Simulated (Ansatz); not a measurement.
The figure comes from a scan of BN (h-BN type, space group P6_3/mmc): one B atom of a 4-atom cell moves by s towards the nearest neighbour, with its periodic images. All values below come from r2SCAN+rVV10 (plane waves to 500 eV, PAW, scalar-relativistic; Ansatz, a program for electronic structure). k mesh 12×12×4 (Γ-centred), Fermi-Dirac smearing 0.05 eV. Left out: 1 of 11 points, with atoms too close for the PAW data. F∥ is the force on the atom along that direction. BN was relaxed with its symmetry unable to fall. 

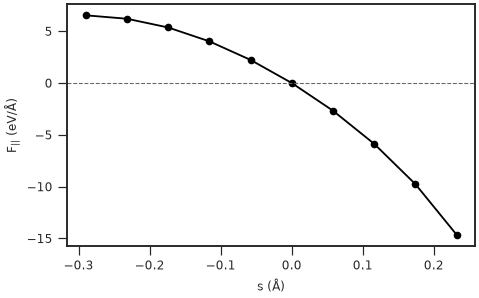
F∥ (eV/Å) against s (Å); computed points joined by lines.

Turn the plot into a table (rounded to what can be read).

To the nearest 0.5:

```tsv
s (Å)	F∥ (eV/Å)
-0.290	6.5
-0.232	6.0
-0.174	5.5
-0.116	4.0
-0.058	2.0
0.000	0.0
0.058	-2.5
0.116	-6.0
0.174	-10.0
0.232	-14.5
```

(For displaced atoms, the force is minus the slope of the energy, and its curvature is a force constant, which sets phonon frequencies.)
